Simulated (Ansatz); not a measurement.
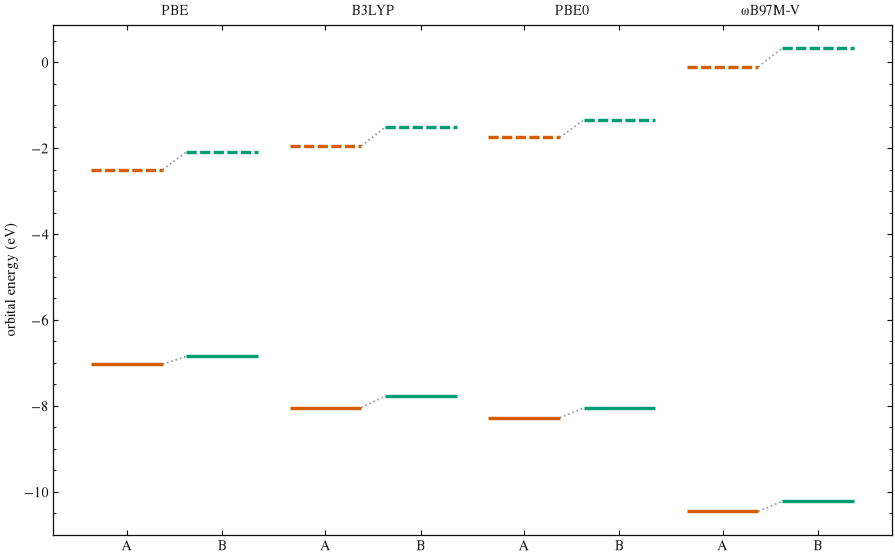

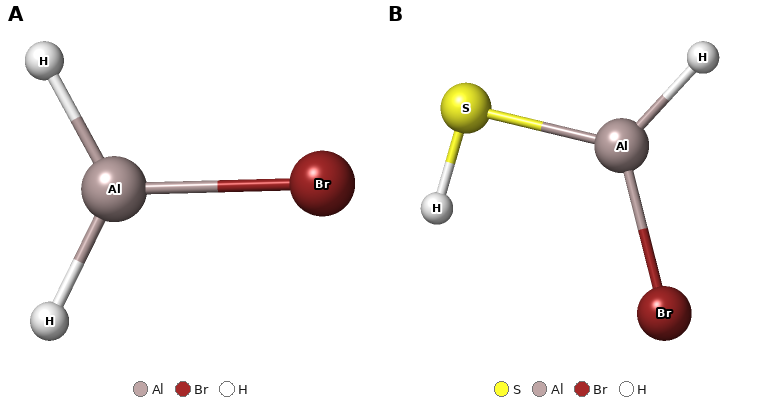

One change: A, AlH₂Br (SMILES [AlH2][Br]), becomes B, AlH₂SBr (SMILES [SH][AlH][Br]). H on Al is replaced by SH. HOMO (solid) and LUMO (dashed) computed in def2-TZVPP at PBE0-D4/def2-TZVP geometries, both minima by their frequencies, gas phase, the Ansatz code. Empty levels above zero depend strongly on the basis.

### What does the change do to HOMO and LUMO?

PBE: the HOMO rises by 0.18 eV, the LUMO rises by 0.42 eV, and the separation goes from 4.52 to 4.76 eV. B3LYP: the HOMO rises by 0.26 eV, the LUMO rises by 0.43 eV, and the separation goes from 6.09 to 6.26 eV. PBE0: the HOMO rises by 0.23 eV, the LUMO rises by 0.40 eV, and the separation goes from 6.53 to 6.70 eV. ωB97M-V: the HOMO rises by 0.24 eV, the LUMO rises by 0.43 eV, and the separation goes from 10.35 to 10.54 eV.

### Do the functionals agree on the effect?

They agree on the direction for both levels; the HOMO shift lies between 0.18 and 0.26 eV and the LUMO shift between 0.40 and 0.43 eV, while the separations themselves differ by up to 5.8 eV between functionals.
